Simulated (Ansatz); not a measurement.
Input file:

```
crystal:
  periodic: [false, false, false]
  atoms:
    - { symbol: B, position_ang: [-0.0768, -0.5228, 0.185] }
    - { symbol: F, position_ang: [-1.019, 0.7791, -0.3203] }
    - { symbol: Cl, position_ang: [-0.1765, -1.7647, -0.9867] }
    - { symbol: Cl, position_ang: [-0.2855, -0.7331, 1.8698] }
    - { symbol: H, position_ang: [-0.0287, 1.4287, -0.5143] }
    - { symbol: Cl, position_ang: [1.5864, 0.8128, -0.2335] }
basis:
  gaussian: { orbitals: def2-SVP }
hamiltonian:
  xc: blyp
relax:
  f_tol: 0.15
  max_steps: 25
  restrain:
    - { distance: [0, 5], at: 1.86, k: 30.0 }
    - { distance: [4, 1], at: 0.88, k: 30.0 }
    - { distance: [0, 1], at: 2.71, k: 30.0 }
    - { distance: [4, 5], at: 2.63, k: 30.0 }
output:
  orbitals: {}
```

Command:

```sh
ansatz run input.yaml --threads 2 --pin off --max-ram 3072MiB --backend cpu --events-out ev --progress --plain --runs-dir out
```

The fields are those of the run's last geometry, not of the input's.

Not at a stationary point (largest force 1.2 eV/Å).

Theory: RKS BLYP/def2-SVP (Ansatz).

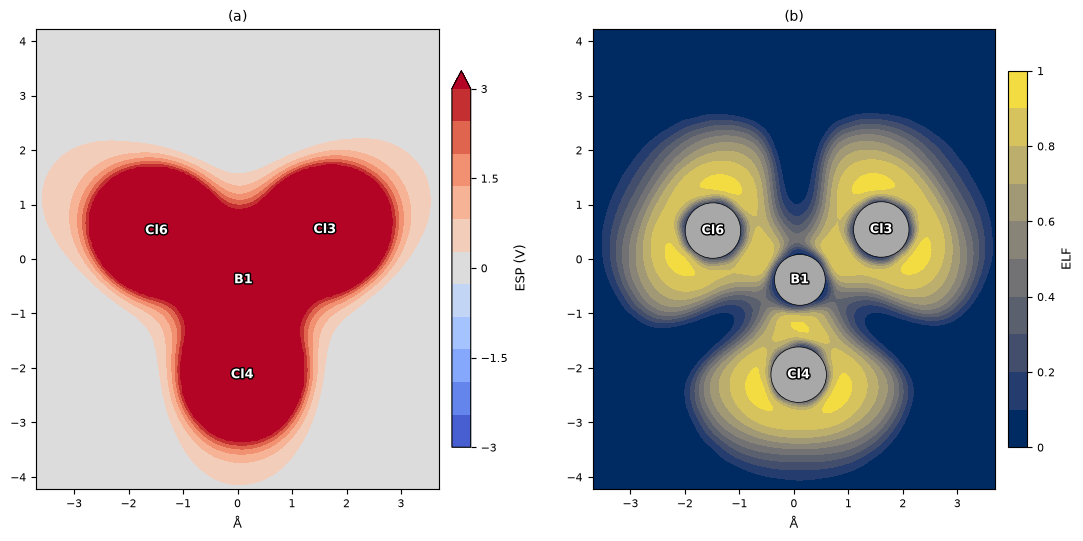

BCl3···HF. (a) molecular electrostatic potential; (b) electron localisation function on the plane of atoms Cl3, B1 and Cl6. Grey discs cover the atomic cores in the ELF map.

> Interpret the plot.

- The plane passes through B and Cl nuclei.
- B–Cl (1.76 Å): the ELF peaks at about 0.90 between the atoms (a shared but strongly polarised pair).
- B–Cl (1.83 Å): the ELF peaks at about 0.90 between the atoms (a shared but strongly polarised pair).
- The ELF also peaks beside Cl4, Cl6 and Cl3, away from the bonds: lone-pair regions.
- The potential has no marked negative region in this plane.
